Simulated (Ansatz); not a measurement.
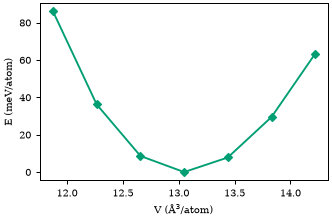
Figure. ZrC (rock salt, Fm-3m) under volume change, PBE (plane waves, PAW; program Ansatz), scaled uniformly.

Task: What does a third-order Birch–Murnaghan fit give for V₀, B₀ and B′?

Result: V₀ = 13.05 Å³/atom, B₀ = 222 GPa, B′ = 4.1.

Symmetry was held in the PBE relaxation. The run is not spin-polarised.

Potentials: the later of the program's two PAW sets.
